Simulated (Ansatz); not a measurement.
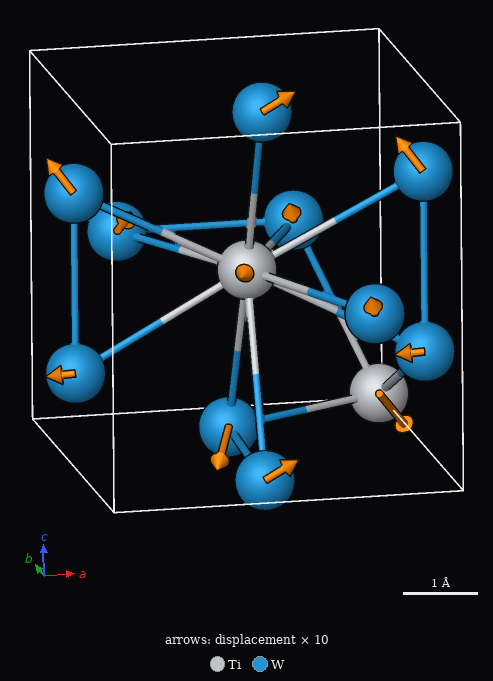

A relaxation of crystalline TiW3 (a generated structure, set up in P1) (coarse preliminary run). The starting structure is drawn; orange arrows show the displacements (the part carried along by the change of the cell is left out), magnified 10 times.

The picture is a ball-and-stick view of the cell of the calculation, seen slightly off an axis.

Theory: Ansatz 0.2.0, DFT PBE, scalar-relativistic, plane waves, PAW. Settings: plane-wave cutoff 420 eV; k-point mesh 4 × 4 × 4; occupations gaussian; smearing width 0.2 eV; no spin polarisation; cell and atoms relaxed; force threshold 0.025 eV/Å; at most 60 steps.

> What happened in the run?

The atom that moves furthest relative to the cell is a Ti atom (0.12 Å roughly along [1 1 −1]). Largest moves by element: Ti 0.12 Å, W 0.10 Å. Cell: a 4.876 → 5.071 Å (+4.0 %), b 5.069 → 5.071 Å (0.0 %), c 5.140 → 5.071 Å (−1.3 %), α 87.9° → 90.0°, β 89.8° → 90.0°, γ 89.7° → 90.0°. Volume +2.7 %. Near-neighbour distances that change, for instance: Ti–W 2.600 → 2.835 Å, W–W 2.944 → 3.105 Å, W–W 2.398 → 2.536 Å, Ti–W 2.965 → 2.835 Å. Bond angles that change, for instance: Ti–W–Ti 121.8° → 126.9°, Ti–W–W 111.7° → 116.6°, W–W–W 175.2° → 180.0°. The space group (tolerance 0.01 Å) goes from P1 (No. 1) to Pm-3n (No. 223). The energy falls by 79.4 meV per atom in 3 accepted moves (4 points after the start). The largest force component goes from 1.7 to 0.00044 eV/Å. Pressure: 8.47 GPa at the start and 0.00 GPa at the end. The SCF was repeated once at an unchanged geometry on a basis and grid sized afresh for the cell, which shifted the energy by 0.2 meV per atom at most. Cost: 2.8 min on 1 thread of Arm Neoverse V1 (shared host), peak memory 0.51 GiB.
